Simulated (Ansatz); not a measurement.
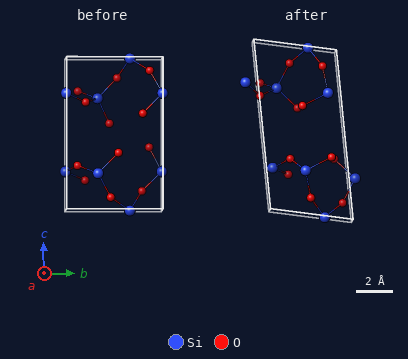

The structure of solid Si₅O₁₂ (a generated structure, set up in P1) (coarse preliminary run) before (left) and after (right) a relaxation, at one scale.

The picture is a ball-and-stick view of the cell of the calculation, seen from a free direction.

Case: 1 of 6 Si atoms taken out at random.

Level of theory: DFT PBE, scalar-relativistic, plane waves, PAW (Ansatz 0.2.0).

Input file:
```yaml
crystal:
  lattice:
    - [-2.510131513, 4.3476753142, 0.0]
    - [0.0, 0.0, 5.509585875]
    - [7.530394539, 4.3476753143, 0.0]
  atoms:
    - { symbol: Si, position: [0.2651054614, 0.0009897031, 0.2594188697] }
    - { symbol: Si, position: [0.7572058437, 0.0002035957, 0.7649430558] }
    - { symbol: Si, position: [0.4795425115, 0.6665827904, 0.9983327433] }
    - { symbol: Si, position: [0.7621764177, 0.3315891128, 0.2379002667] }
    - { symbol: Si, position: [0.2593498841, 0.3355445988, 0.7408390394] }
    - { symbol: O, position: [0.2898641145, 0.7945029808, 0.1314189022] }
    - { symbol: O, position: [0.7855087138, 0.7946780993, 0.6318710727] }
    - { symbol: O, position: [0.5539287823, 0.121272244, 0.292742472] }
    - { symbol: O, position: [0.0583200036, 0.1336515557, 0.7919343902] }
    - { symbol: O, position: [0.6663991806, 0.4643454587, 0.0822522826] }
    - { symbol: O, position: [0.1590165052, 0.4588332907, 0.5780516854] }
    - { symbol: O, position: [0.0423982378, 0.2085795518, 0.2066853457] }
    - { symbol: O, position: [0.54939655, 0.2057749661, 0.7106159045] }
    - { symbol: O, position: [0.7824280156, 0.5416614474, 0.3729186015] }
    - { symbol: O, position: [0.2952154708, 0.5355435982, 0.8739486557] }
    - { symbol: O, position: [0.1654720433, 0.871662858, 0.4215604001] }
    - { symbol: O, position: [0.6711655514, 0.8680356433, 0.9161751421] }
  symmetry: { detect: false }
basis:
  ecutwfc: 420
kpoints:
  mp_grid: { grid: [3, 3, 2], shift: [0.0, 0.0, 0.5] }
hamiltonian:
  xc: pbe
scf:
  occupations: { method: gaussian, width: 0.1 }
  lower_state_search: "off"
output:
  forces: true
  stress: true
  eigenvalues: true
relax:
  adjacent_minimum: "off"
  f_tol: 0.04
  max_steps: 50
  cell: { stress_tol: 0.3 }
```

Command:
```bash
ansatz run input.yaml --threads 4 --pin off --max-ram 9216MiB --backend cpu --events-out ev --progress --plain --runs-dir out
```

Question: Summarise the run.

Answer: The largest moves relative to the cell, 1.38 Å, are those of O7 and O14. O14 goes roughly along [1 3 0]. Largest moves by element: O 1.38 Å, Si 0.70 Å. Cell: a 5.020 → 4.993 Å (−0.5 %), b 5.510 → 4.756 Å (−13.7 %), c 8.695 → 9.735 Å (+12.0 %), α 90.0° → 102.9°. Volume −6.3 %. Near-neighbour distances that change, for instance: O14–O16 2.680 → 1.513 Å, Si2–O9 1.697 → 1.576 Å, Si2–O7 1.625 → 1.720 Å, Si1–O12 1.664 → 1.577 Å. New bonds form, among them: O14–O16 (2.68 → 1.51 Å), O7–O11 (2.68 → 1.51 Å). Bond angles that change, for instance: Si2–O9–Si5 147.4° → 164.5°, Si1–O12–Si4 147.5° → 164.5°, O8–Si1–O16 107.1° → 117.1°. The space group (tolerance 0.01 Å) goes from P1 (No. 1) to P2 (No. 3). The energy falls by 4.151 eV per cell of the calculation in 18 accepted moves (22 points after the start). The largest force component goes from 2.9 to 0.013 eV/Å. The pressure goes from 2.56 to 0.04 GPa. The line search rejected the trial step at point 6 of the run. The SCF was repeated 3 times at an unchanged geometry on a basis and grid sized afresh for the cell, which shifted the energy by 82.4 meV per cell of the calculation at most.
